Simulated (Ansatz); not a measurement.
**Response to strain in Cu**

The parent structure is Cu in the fcc (Cu type) structure (space group Fm-3m, No. 225; a = 3.518 Å; relaxed with 0.1 eV smearing). Axes: x, y, z lie along the cube axes.

Strains are applied to the cell and any free atomic positions relax; under biaxial strain the out-of-plane vector relaxes too.

Computed with LDA (Ansatz, a first-principles code, PAW, no spin-orbit coupling).

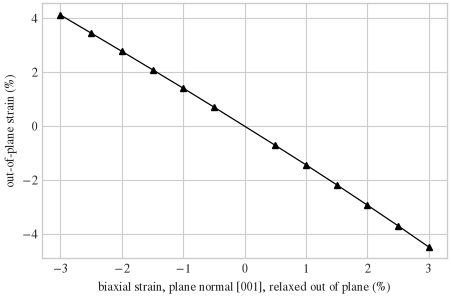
Out-of-plane strain against biaxial strain, plane normal [001], relaxed out of plane

Question: From the plot, what is the out-of-plane strain for biaxial strain −2.50 %, plane normal [001], relaxed out of plane?

Answer: About 3.4 %.

Question: Is the trend monotonic over the range shown?

Answer: Yes, it falls throughout, spanning -4.49 % to +4.11 %.

Stability against distortions was not tested. The final runs are not spin-polarised.
